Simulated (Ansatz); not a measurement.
Consider Cu3P14Pd2Au (amorphous cell).

```xyz
20
Lattice="7.7362 0.2635 0.4534 0.2539 7.2182 -0.2565 0.4393 -0.2481 6.6214" Properties=species:S:1:pos:R:3 pbc="T T T"
P     3.6586    1.8787    1.5828
P     6.4666    3.3216    4.7046
P     5.9024    4.4177    2.7558
P     3.5843    6.5650    4.9524
P     0.7810    2.1266    0.1509
P     4.8052    1.8640    4.9235
P     1.6713    0.8177    1.7782
P     7.6383    0.7251    6.0659
P     2.3407    2.9271    3.0805
P     7.5982    5.8314    2.6931
P     5.1513    0.8663    2.9509
P     4.3632    6.1018    2.9292
P     2.2582    5.0161    5.6074
P     1.4243    4.2455    1.5900
Cu    0.5791    1.6330    3.7693
Cu    7.6463    6.3583    0.4135
Cu    2.7100    2.7264    5.2579
Pd    5.3813    0.0798    6.3334
Pd    3.0495    5.8390    0.9768
Au    5.9798    4.5102    6.7062
```

Computed without spin polarisation.

Level of theory: Ansatz 0.2.0, DFT PBE, scalar-relativistic, plane waves, PAW.

Question: Predict the valence pseudo-density and electron localisation function between the atoms.

Answer: Cu–P (2.22 Å): the density is about 0.58 e/Å³ at the midpoint; the ELF peaks at about 0.90 in the valence shell of P, 0.7 Å from its nucleus, and is about 0.45 at the midpoint.
P–P (2.25 Å): the density is about 0.7 e/Å³ at the midpoint; the ELF peaks at about 0.85 between the atoms.

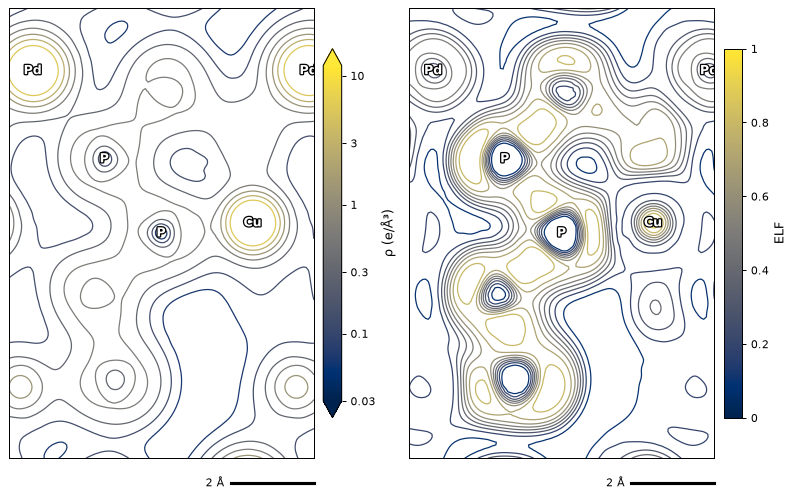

Computed valence pseudo-density and electron localisation function on the (110) plane of the calculation cell, in this order. Atoms just off the plane (P, 0.3 Å away and Cu, 0.7 Å away) can leave unmarked features too.
